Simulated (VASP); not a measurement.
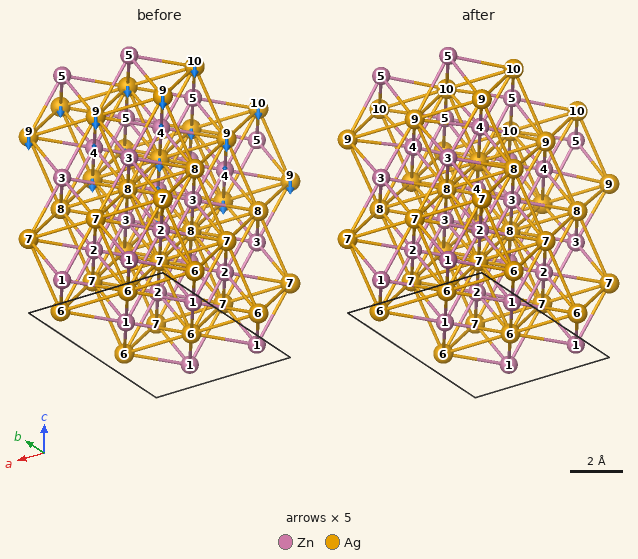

The structure of a slab of composition ZnAg before (left) and after (right) a relaxation, at one scale. The blue arrows give the displacements, 5 times their true length.

Style: ball-and-stick. Shown: the 2 × 2 repeat of the cell, outlined in the plane, without the vacuum, from a free direction.

The run lets the atoms move in a fixed cell. 4 atoms are held fixed.

These are results of Kohn-Sham DFT of a periodic cell, PBEsol, VASP PAW PBE potentials, recommended (VASP), not measurements.

Input
```
ALGO = Normal ; DIPOL = 0.5 0.5 0.500
EDIFF = 1E-7 ; EDIFFG = -0.005
ENCUT = 520 ; GGA = PS
IBRION = 2 ; IDIPOL = 3
ISIF = 2 ; ISMEAR = 0
LASPH = True ; LCHARG = False
LDIPOL = True ; LREAL = False
LWAVE = False ; NELM = 60
NSW = 40 ; PREC = Accurate
SIGMA = 0.05
```

Command:
```bash
cat potpaw_PBE.64/Zn/POTCAR potpaw_PBE.64/Ag/POTCAR > POTCAR
mpirun -np 1 vasp_std > vasp.out
```

**Describe what moved and what it gained.**

The run was cut off at its time limit before the relaxation converged, so the last structure is only a point on the way. The atom that moves furthest is Ag9 (0.12 Å along the normal (−c)). By element the largest moves are Ag 0.12 Å, Zn 0.04 Å. The cell stays as it was. Near-neighbour distances that change, for instance: Zn4–Ag10 2.733 → 2.621 Å, Zn3–Ag9 2.733 → 2.637 Å, Zn5–Ag9 2.733 → 2.817 Å, Ag8–Ag9 3.156 → 3.073 Å. Bond angles that change, for instance: Ag10–Zn5–Ag10 180.0° → 176.6°, Ag9–Zn5–Ag9 70.5° → 68.1°, Ag9–Zn5–Ag10 109.5° → 107.4°. Over 3 geometry steps the energy falls by 8.8 meV per cell of the calculation. Largest force component: 0.25 eV/Å at the start, 0.28 eV/Å at the end. It ran on 1 thread of Intel(R) Xeon(R) Platinum 8488C (Sapphire Rapids), with other jobs on the host.
